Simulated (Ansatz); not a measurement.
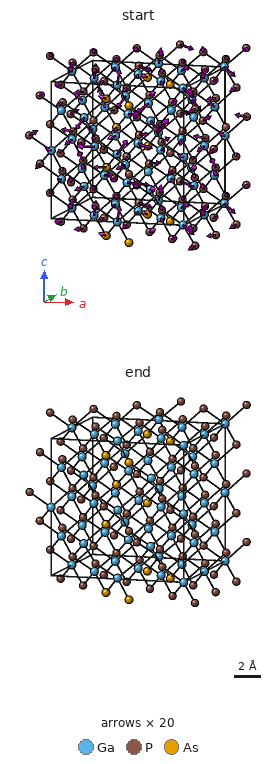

The structure of crystalline Ga32P28As4 (a generated structure, set up in P1) before (top) and after (bottom) a relaxation, at one scale. The purple arrows give the displacements, 20 times their true length.

The picture is a ball-and-stick view of the cell of the calculation, seen slightly off an axis.

Level of theory: Ansatz 0.2.0, DFT, PBEsol, PAW, plane waves. Set-up: plane-wave cutoff 420 eV; k-point mesh 1 × 1 × 1; mesh shifted by (0.5, 0.5, 0.5); no spin polarisation; cell relaxed at fixed shape; force threshold 0.03 eV/Å; at most 80 steps.

**Summarise the run.**

After 3 geometry steps the energy has fallen by 0.689 eV per cell of the calculation. Largest force component: 1.2 eV/Å at the start, 0.013 eV/Å at the end. Pressure: 0.54 GPa at the start and 0.00 GPa at the end. The atom that moves furthest relative to the cell is a Ga atom (0.094 Å roughly along [2 1 0]). By element the largest moves are Ga 0.094 Å, P 0.064 Å, As 0.055 Å. The volume changes by +0.4 %, with a = b = c 10.930 → 10.946 Å (+0.1 %). Some distances before and after: As–Ga 2.307 → 2.429 Å, As–Ga 2.332 → 2.425 Å, As–Ga 2.357 → 2.430 Å, Ga–P 2.298 → 2.370 Å. Among the angles between lasting bonds that change: P–Ga–P 108.6° → 112.8°, P–Ga–As 112.0° → 107.9°, P–Ga–P 107.0° → 110.6°. The space group stays P1 (No. 1).
